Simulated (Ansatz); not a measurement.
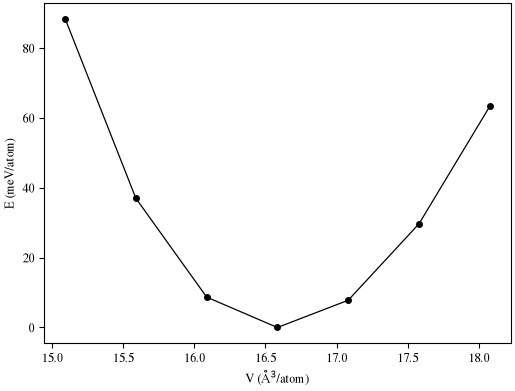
NbPd in space group R-3m (No. 166; Nb on 3a, Pd on 3b) under volume change, PBE in the plane-wave PAW code Ansatz, shape and atoms relaxed at each volume.

Q: What does a third-order Birch–Murnaghan fit give for V₀, B₀ and B′?

A: V₀ = 16.58 Å³/atom, B₀ = 177 GPa, B′ = 4.6.

The first step of the workflow began from a Materials Project structure, measured or hypothetical; the Crystallography Open Database copy checked does not list it. With Nb and Pd taken as one species the cell has the higher symmetry Fm-3m, so it may be an ordered model of a mixed-site phase. Whether it is the stable phase at ambient conditions was not checked. The cell was relaxed with PBE under the symmetry of its start; whether a distortion lowers the energy is not shown. No spin polarisation was allowed.

Potentials: the later of the program's two PAW sets.
